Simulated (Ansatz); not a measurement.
# Ca2C (model cell, started as cuprite): a soft mode frozen in, part 2 of 3

Aim: this structure of Ca2C (model cell, started as cuprite) is to be tested for unstable modes, and one is followed downhill.

Ansatz 0.2.0; DFT PBEsol, scalar-relativistic, plane waves, PAW.

So far. Step 4 (The mode frozen in, largest atomic shift 0.32 Å): The run ends at a pressure of -1.24 GPa, with forces up to 0.91 eV/Å. Step 5 (Energy along the mode, all amplitudes (two of the runs …): The lowest of the steps tried is at 0.32 Å, 29.9 meV/atom below the parent; the bottom of the well need not coincide with a step.

The structure was built from a prototype and need not be the compound's stable phase.

### 6. Relaxing from the distorted cell

Starting from the lowest point found, all atoms and the cell are let go, so that strain and other modes of the same symmetry can join in.

The input, input.yaml:

```yaml
crystal:
  lattice:
    - [5.4921644401, 0.0, 0.0]
    - [0.0, 5.4921644401, 0.0]
    - [0.0, 0.0, 5.4921644401]
  atoms:
    - { symbol: C, position: [-0.0336392124, -0.0336392124, 0.0336392124] }
    - { symbol: C, position: [0.4663607876, 0.4663607876, 0.5336392124] }
    - { symbol: Ca, position: [0.2550406779, 0.2550406779, 0.217731834] }
    - { symbol: Ca, position: [0.7278131899, 0.7278131899, 0.2721868101] }
    - { symbol: Ca, position: [0.782268166, 0.2550406779, 0.7449593221] }
    - { symbol: Ca, position: [0.2550406779, 0.782268166, 0.7449593221] }
kpoints:
  mp_grid: { grid: [6, 6, 6] }
hamiltonian:
  xc: pbesol
scf:
  occupations: { method: methfessel_paxton, width: 0.15 }
output:
  forces: true
  stress: true
  eigenvalues: true
relax:
  adjacent_minimum: "off"
  f_tol: 0.002
  max_steps: 120
  cell: { stress_tol: 0.03 }
```

The run is started by

```
$ ansatz run input.yaml --threads 8 --pin off --max-ram 14336MiB --backend cpu --events-out ev --progress --plain --runs-dir out
```

Numbers of over 12 decimals in the logs are rounded to 6 here.

Output:

```text
[...]
Crystal: 6 atoms, lattice volume = 165.665 Å³
Basis set: ecut = 420 eV, 3239 PW (Γ), exchange–correlation on 80×80×80 points (8 copies of the dense FFT grid, shifted against one another)
Bands: 30, of which v1, the nominal top of the filled ones, is band 24 counted from 1 (23 counted from 0)
Symmetry: 6 space group operations
[...]
k-points: 32 of 216 (time reversal used)
[...]
SCF iter   1: F=—  HF=-7664.259248 eV  |F-HF|=—  |Δ(HF+E_count)|=         —  Δρ=4.51e-3  dr2=4.84e-2  ethr=1.77e-3  ⟨swp⟩=8.0  Hψ=4511  notcnv=0
[...]
SCF iter   7: F=-7664.251190 eV  HF=-7664.251190 eV  |F-HF|=1.60e-9  |Δ(HF+E_count)|=   8.39e-8  S|Δr|=    0.00e0  Δρ=3.13e-6  dr2=2.02e-8  ethr=2.08e-10  ⟨swp⟩=8.7  Hψ=4524  notcnv=0
SCF 1 converged in 7 iterations: F = -7664.251190 eV  dr2 = 2.02e-8
[...]
relax step   1: F+E_penalty+E_count = -7664.25119037 eV  Δ(F+E_penalty+E_count) = +0.000e0 eV  max|allowed force component| = 5.276e-1 eV/Å  Δτ_max = 0.0000 Å  P = -1.236 GPa  Ω = 165.665 Å³  (7 SCF iters, dr2 threshold 1.00e-7 eV, accepted)
Crystal: 6 atoms, lattice volume = 155.018 Å³
Basis set: ecut = 420 eV, 3011 PW (Γ), exchange–correlation on 80×80×80 points (8 copies of the dense FFT grid, shifted against one another)
[...]
iter 1 solved again at ethr=3.70e-4 eV; its pass at ethr=3.10e-3 eV (dr2=1.78e-1 eV) is discarded
[...]
SCF iter   6: F=-7664.531626 eV  HF=-7664.531626 eV  |F-HF|=6.65e-8  |Δ(HF+E_count)|=   1.06e-6  S|Δr|=    0.00e0  Δρ=1.63e-5  dr2=4.85e-7  ethr=1.25e-9  ⟨swp⟩=6.4  Hψ=5560  notcnv=0
SCF 2 converged in 6 iterations: F = -7664.531626 eV  dr2 = 4.85e-7
[...]
relax step   2: F+E_penalty+E_count = -7664.53162611 eV  Δ(F+E_penalty+E_count) = -2.804e-1 eV  max|allowed force component| = 4.261e-1 eV/Å  Δτ_max = 0.1949 Å  P = -0.259 GPa  Ω = 155.018 Å³  energy of the carried Pulay correction = +4.028e-3 eV  (6 SCF iters, dr2 threshold 6.00e-7 eV, accepted)
Crystal: 6 atoms, lattice volume = 151.024 Å³
Basis set: ecut = 420 eV, 2933 PW (Γ), exchange–correlation on 80×80×80 points (8 copies of the dense FFT grid, shifted against one another)
[...]
SCF iter   7: F=-7664.720059 eV  HF=-7664.720059 eV  |F-HF|=2.62e-8  |Δ(HF+E_count)|=   8.72e-9  S|Δr|=    0.00e0  Δρ=6.00e-6  dr2=1.01e-7  ethr=1.25e-9  ⟨swp⟩=6.8  Hψ=4492  notcnv=0
SCF 3 converged in 7 iterations: F = -7664.720059 eV  dr2 = 1.01e-7
relax step   3: F+E_penalty+E_count = -7664.72005906 eV  Δ(F+E_penalty+E_count) = -1.884e-1 eV  max|allowed force component| = 3.624e-1 eV/Å  Δτ_max = 0.1987 Å  P = -0.710 GPa  Ω = 151.024 Å³  energy of the carried Pulay correction = +5.610e-3 eV  (7 SCF iters, dr2 threshold 6.00e-7 eV, accepted)
[... from here on, the SCF cycles and remarks between the steps are left out ...]
relax step   4: F+E_penalty+E_count = -7664.87863745 eV  Δ(F+E_penalty+E_count) = -1.586e-1 eV  max|allowed force component| = 2.399e-1 eV/Å  Δτ_max = 0.1949 Å  P = -0.759 GPa  Ω = 145.867 Å³  energy of the carried Pulay correction = +7.712e-3 eV  (6 SCF iters, dr2 threshold 6.00e-7 eV, accepted)
relax step   5: F+E_penalty+E_count = -7664.96006939 eV  Δ(F+E_penalty+E_count) = -8.143e-2 eV  max|allowed force component| = 7.666e-2 eV/Å  Δτ_max = 0.1966 Å  P = -0.188 GPa  Ω = 140.348 Å³  energy of the carried Pulay correction = +1.004e-2 eV  (7 SCF iters, dr2 threshold 6.00e-7 eV, accepted)
relax step   6: F+E_penalty+E_count = -7664.98255718 eV  Δ(F+E_penalty+E_count) = -2.249e-2 eV  max|allowed force component| = 1.962e-1 eV/Å  Δτ_max = 0.1240 Å  P = +0.284 GPa  Ω = 137.751 Å³  energy of the carried Pulay correction = +1.116e-2 eV  (6 SCF iters, dr2 threshold 6.00e-7 eV, accepted)
relax step   7: F+E_penalty+E_count = -7664.99843899 eV  Δ(F+E_penalty+E_count) = -1.588e-2 eV  max|allowed force component| = 1.199e-1 eV/Å  Δτ_max = 0.1490 Å  P = -0.281 GPa  Ω = 138.458 Å³  energy of the carried Pulay correction = +1.086e-2 eV  (7 SCF iters, dr2 threshold 6.00e-7 eV, accepted)
relax step   8: F+E_penalty+E_count = -7665.01019769 eV  Δ(F+E_penalty+E_count) = -1.176e-2 eV  max|allowed force component| = 1.558e-2 eV/Å  Δτ_max = 0.0581 Å  P = +0.037 GPa  Ω = 137.668 Å³  energy of the carried Pulay correction = +1.120e-2 eV  (6 SCF iters, dr2 threshold 6.00e-7 eV, accepted)
relax step   9: F+E_penalty+E_count = -7665.01021668 eV  Δ(F+E_penalty+E_count) = -1.899e-5 eV  max|allowed force component| = 1.558e-3 eV/Å  Δτ_max = 0.0044 Å  P = -0.016 GPa  Ω = 137.808 Å³  energy of the carried Pulay correction = +1.114e-2 eV  (6 SCF iters, dr2 threshold 3.06e-8 eV, accepted)
relax step  10: F+E_penalty+E_count = -7665.00539050 eV  Δ(F+E_penalty+E_count) = +4.826e-3 eV  max|allowed force component| = 1.578e-3 eV/Å  Δτ_max = 0.0000 Å  P = -0.077 GPa  Ω = 137.808 Å³  stress off target by 7.92e-2 GPa  SCF on the basis re-selected at this cell (its energy is not comparable with the rows above)  (6 SCF iters)
relax step  11: F+E_penalty+E_count = -7665.00559188 eV  Δ(F+E_penalty+E_count) = -2.014e-4 eV  max|allowed force component| = 3.633e-3 eV/Å  Δτ_max = 0.0044 Å  P = -0.008 GPa  Ω = 137.498 Å³  energy of the carried Pulay correction = +1.342e-4 eV  (6 SCF iters, dr2 threshold 1.57e-8 eV, accepted)
relax step  12: F+E_penalty+E_count = -7665.00561202 eV  Δ(F+E_penalty+E_count) = -2.014e-5 eV  max|allowed force component| = 3.677e-3 eV/Å  Δτ_max = 0.0043 Å  P = +0.001 GPa  Ω = 137.455 Å³  energy of the carried Pulay correction = +1.530e-4 eV  (6 SCF iters, dr2 threshold 8.25e-10 eV, accepted)
relax step  13: F+E_penalty+E_count = -7665.00559827 eV  Δ(F+E_penalty+E_count) = +1.375e-5 eV  max|allowed force component| = 5.254e-3 eV/Å  Δτ_max = 0.0017 Å  P = +0.001 GPa  Ω = 137.481 Å³  energy of the carried Pulay correction = +1.425e-4 eV  (6 SCF iters, dr2 threshold 8.45e-10 eV, rejected (line search))
relax step  14: F+E_penalty+E_count = -7665.00561495 eV  Δ(F+E_penalty+E_count) = -2.930e-6 eV  max|allowed force component| = 8.881e-4 eV/Å  Δτ_max = 0.0008 Å  P = +0.001 GPa  Ω = 137.465 Å³  energy of the carried Pulay correction = +1.488e-4 eV  (8 SCF iters, accepted)
[...]
SCF iter   1: F=—  HF=-7665.005457 eV  |F-HF|=—  |Δ(HF+E_count)|=         —  Δρ=5.55e-6  dr2=6.82e-9  ethr=6.55e-7  ⟨swp⟩=3.1  Hψ=6762  notcnv=0
eigensolver tolerance schedule: the retry pair's looser diagonalisation over-reported the residual by 46162.24 of it (diagonalisation noise at an unbounded share of the residual, at the tolerance the schedule requests for it); recorded, not acted on — ethr = c·dr2/N_el stays at c = 1.0e-1
[...]
SCF iter   2: F=—  HF=-7665.005455 eV  |F-HF|=—  |Δ(HF+E_count)|=   2.57e-6  S|Δr|=    0.00e0  Δρ=3.13e-6  dr2=4.72e-9  ethr=1.42e-11  ⟨swp⟩=3.8  Hψ=2348  notcnv=0
[...]
SCF iter   5: F=-7665.005455 eV  HF=-7665.005455 eV  |F-HF|=5.46e-12  |Δ(HF+E_count)|=  1.18e-11  S|Δr|=    0.00e0  Δρ=6.13e-8  dr2=6.80e-12  ethr=1.00e-12  ⟨swp⟩=5.8  Hψ=3844  notcnv=0
SCF 15 converged in 5 iterations: F = -7665.005455 eV  dr2 = 6.80e-12
relax step  15: F+E_penalty+E_count = -7665.00545483 eV  Δ(F+E_penalty+E_count) = +1.601e-4 eV  max|allowed force component| = 8.877e-4 eV/Å  Δτ_max = 0.0000 Å  P = +0.000 GPa  Ω = 137.465 Å³  stress off target by 4.63e-3 GPa  SCF on the basis re-selected at this cell (its energy is not comparable with the rows above)  (5 SCF iters)
[...]
SCF converged after 5 iterations
[...]
Free energy (F): -7665.005455 eV
[...]
Internal energy: -7665.006349 eV  (E = F + TS)
E sigma→0 (E₀):  -7665.005678 eV
Entropy (-TS):   0.000895 eV (0.149 meV/atom)
Fermi energy:    6.640317 eV
[...]
--- Forces (eV/Å), atoms counted from 1 ---
  atom   1  C      0.00070716     0.00070716    -0.00070716
  atom   2  C     -0.00088780    -0.00088780     0.00088780
  atom   3  Ca     0.00038264     0.00038264     0.00080847
  atom   4  Ca     0.00022305     0.00022305    -0.00022305
  atom   5  Ca    -0.00080847     0.00038264    -0.00038264
  atom   6  Ca     0.00038264    -0.00080847    -0.00038264
  max |Σ_I F_I| component: 7.61e-7 eV/Å
--- Stress (GPa, compression-positive) ---
        0.000331      -0.002479       0.002479
       -0.002479       0.000331       0.002479
        0.002479       0.002479       0.000331
  P = ⅓ Tr σ = 0.0003 GPa (0.003 kbar)
--- Band table (eV; the first three rows and the last of 32) ---
  k-point 0: bands = [... 20 lower, 5.2083, 5.9738, 6.2821, 6.4136, 6.4136, 7.9804, 7.9804, 9.3376, ... 2 higher]
  k-point 1: bands = [... 20 lower, 5.3736, 5.9144, 6.1658, 6.3609, 6.6910, 8.0525, 8.0551, 9.1435, ... 2 higher]
  k-point 2: bands = [... 20 lower, 5.5403, 5.8351, 6.1108, 6.2508, 7.1589, 8.1450, 8.2302, 8.7907, ... 2 higher]
  k-point 31: bands = [... 20 lower, 4.8734, 5.7306, 5.7306, 6.1341, 7.2220, 8.4216, 8.4216, 8.8961, ... 2 higher]
--- Relaxed structure (13 steps of the walk, 12 accepted, 2 SCFs on fresh bases) ---
  F+E_penalty+E_count = -7665.00545483 eV   max|allowed force component| = 8.877e-4 eV/Å   (the final SCF, on the basis selected at the relaxed cell)
  cell:  # Å, volume = 137.4651 Å³
    - [5.162134, 0.078105, -0.078105]
    - [0.078105, 5.162134, -0.078105]
    - [-0.078105, -0.078105, 5.162134]
  atoms:
    - { symbol: C, position: [-0.028749, -0.028749, 0.028749] }
    - { symbol: C, position: [0.360688, 0.360688, 0.639312] }
    - { symbol: Ca, position: [0.282855, 0.282855, 0.170102] }
    - { symbol: Ca, position: [0.725337, 0.725337, 0.274663] }
    - { symbol: Ca, position: [0.829898, 0.282855, 0.717145] }
    - { symbol: Ca, position: [0.282855, 0.829898, 0.717145] }
```

The job ended after 31 s (8 threads of Arm Neoverse V1, shared host; peak memory 0.6 GiB).

Relaxation path:

| step | energy less that of the first step (eV) | largest force component (eV/Å) | pressure (GPa) | volume (Å³) |
| --- | --- | --- | --- | --- |
| 1 | 0.0000 | 0.5276 | -1.24 | 165.66 |
| 2 | -0.2804 | 0.4261 | -0.26 | 155.02 |
| 3 | -0.4689 | 0.3624 | -0.71 | 151.02 |
| 4 | -0.6274 | 0.2399 | -0.76 | 145.87 |
| 5 | -0.7089 | 0.0767 | -0.19 | 140.35 |
| 6 | -0.7314 | 0.1962 | 0.28 | 137.75 |
| 7 | -0.7472 | 0.1199 | -0.28 | 138.46 |
| 8 | -0.7590 | 0.0156 | 0.04 | 137.67 |
| 9 | -0.7590 | 0.0016 | -0.02 | 137.81 |
| 10* | -0.7542 | 0.0016 | -0.08 | 137.81 |
| 11 | -0.7544 | 0.0036 | -0.01 | 137.50 |
| 12 | -0.7544 | 0.0037 | 0.00 | 137.46 |
| 13 | -0.7544 | 0.0053 | 0.00 | 137.48 |
| 14 | -0.7544 | 0.0009 | 0.00 | 137.47 |
| 15* | -0.7543 | 0.0009 | 0.00 | 137.47 |

Relaxation steps marked * repeat the geometry before them on a plane-wave basis chosen anew for their cell, so energy and pressure can jump there. Relaxation step 13 was tried and not accepted.

The run keeps the 6 symmetry operations that it works with, so distortions that break them were not tested.

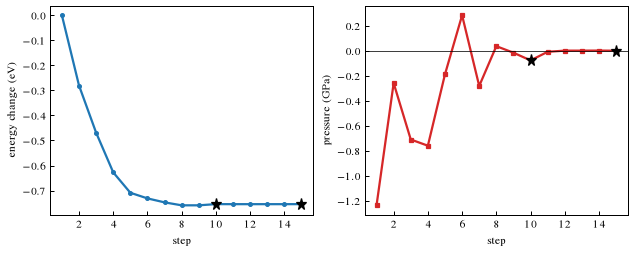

Energy and pressure along the relaxation. Stars mark steps on a basis chosen anew.

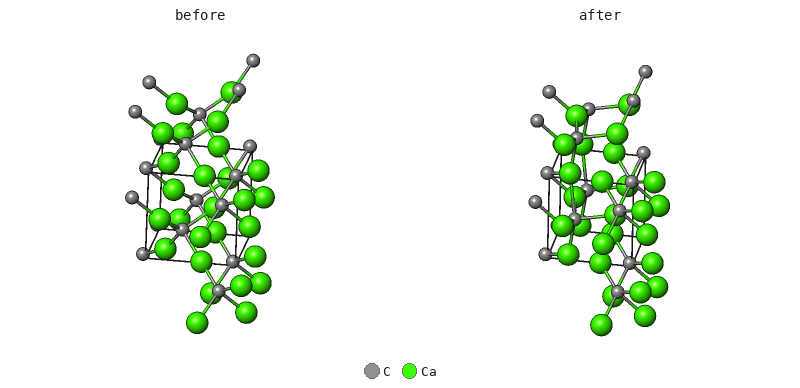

Before and after, at one scale.

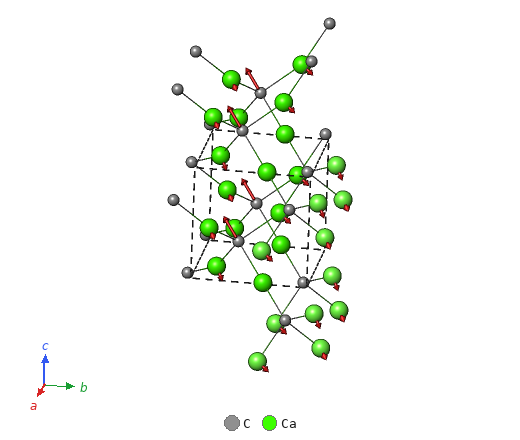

Displacements in the relaxation, exaggerated, measured against the changing cell; the longest in the cell stands for 0.97 Å. 2×1×2 cells are drawn. Some periodic images of atoms are drawn too.

| conventional cell, symmetrised | before | after | change |
| --- | --- | --- | --- |
| a (Å) | 7.767 | 7.190 | -7.4 % |
| b (Å) | 7.767 | 7.190 | -7.4 % |
| c (Å) | 9.513 | 9.212 | -3.2 % |
| volume (Å³/atom) | 27.61 | 22.91 | -17.0 % |

The atoms that moved most (Å, as changes of fractional coordinates times the final cell):

| atom | dx | dy | dz | length |
| --- | --- | --- | --- | --- |
| C2 | -0.562 | -0.562 | 0.562 | 0.973 |
| Ca3 | 0.149 | 0.149 | -0.250 | 0.328 |
| Ca6 | 0.149 | 0.250 | -0.149 | 0.328 |
| Ca5 | 0.250 | 0.149 | -0.149 | 0.328 |
| C1 | 0.026 | 0.026 | -0.026 | 0.045 |
| Ca4 | -0.013 | -0.013 | 0.013 | 0.023 |

The relaxed structure:

```xyz
6
Lattice="5.1621 0.0781 -0.0781 0.0781 5.1621 -0.0781 -0.0781 -0.0781 5.1621" Properties=species:S:1:pos:R:3 pbc="T T T"
C    -0.1529   -0.1529    0.1529
C     1.8402    1.8402    3.2439
Ca    1.4689    1.4689    0.8339
Ca    3.7795    3.7795    1.3045
Ca    4.2501    1.4689    3.6151
Ca    1.4689    4.2501    3.6151
```

This step gave:

| Property | Result |
| --- | --- |
| pressure | 3.31e-4 GPa |
| volume per atom | 22.91 Å³ |

The distorted start has space group R3m; the relaxation ends in R3m.

### 7. The new phase in its own primitive cell

The relaxed structure is symmetrised, reduced to its primitive cell and relaxed tightly, as its phonons need.

input.yaml, the sections that differ from step 6:

```yaml
crystal:
  lattice:
    - [3.5949516254, 2.0755462887, 3.0705478012]
    - [-3.5949516254, 2.0755462887, 3.0705478012]
    - [0.0, -4.1510925774, 3.0705478012]
  atoms:
    - { symbol: C, position: [0.9712512261, 0.9712512261, 0.9712512261] }
    - { symbol: C, position: [0.3606879705, 0.3606879705, 0.3606879705] }
    - { symbol: Ca, position: [0.2828552191, 0.8298980715, 0.2828552191] }
    - { symbol: Ca, position: [0.7253365806, 0.7253365806, 0.7253365806] }
    - { symbol: Ca, position: [0.8298980715, 0.2828552191, 0.2828552191] }
    - { symbol: Ca, position: [0.2828552191, 0.2828552191, 0.8298980715] }
relax:
  adjacent_minimum: "off"
  f_tol: 0.001
  max_steps: 60
  cell: { stress_tol: 0.01 }
# kpoints, hamiltonian, scf, output: as in step 6
```

Output:

```text
[...]
Crystal: 6 atoms, lattice volume = 137.465 Å³
Basis set: ecut = 420 eV, 2693 PW (Γ), exchange–correlation on 72×72×72 points (8 copies of the dense FFT grid, shifted against one another)
Bands: 30, of which v1, the nominal top of the filled ones, is band 24 counted from 1 (23 counted from 0)
Symmetry: 6 space group operations
[...]
k-points: 32 of 216 (time reversal used)
[...]
- [3.595106, 2.075636, 3.070596]
    - [-3.595106, 2.075636, 3.070596]
    - [0.0, -4.151271, 3.070596]
  atoms:
    - { symbol: C, position: [0.971298, 0.971298, 0.971298] }
    - { symbol: C, position: [0.360622, 0.360622, 0.360622] }
    - { symbol: Ca, position: [0.282866, 0.829840, 0.282866] }
    - { symbol: Ca, position: [0.725392, 0.725392, 0.725392] }
    - { symbol: Ca, position: [0.829840, 0.282866, 0.282866] }
    - { symbol: Ca, position: [0.282866, 0.282866, 0.829840] }
[key lines of the parts left out:]
SCF converged after 5 iterations
Free energy (F): -7665.005456 eV
Fermi energy:    6.639619 eV
P = ⅓ Tr σ = -0.0003 GPa (-0.003 kbar)
```

The job ended after 7.9 s (8 threads; peak memory 0.55 GiB).

Little changed from the start: no atom moved by 0.005 Å and no cell edge by 0.1 %.

Numbers from this step:

| Quantity | Value |
| --- | --- |
| pressure | -3.38e-4 GPa |

The largest force component left is 0.77 meV/Å and the pressure is 0.000 GPa, within the tolerances set. The cell now holds 22.91 Å³/atom.

(Part 2 of 3 ends here.)

[Logs are printed without paths, hosts, clocks, repeated set-up lines and the standing remarks that a program may print on its own settings, such as how far it seeks lower states.]

[Hosts, paths, dates, database ids (printed as entryN), source tags and the programs' standing remarks are cut or masked in the printed files.]
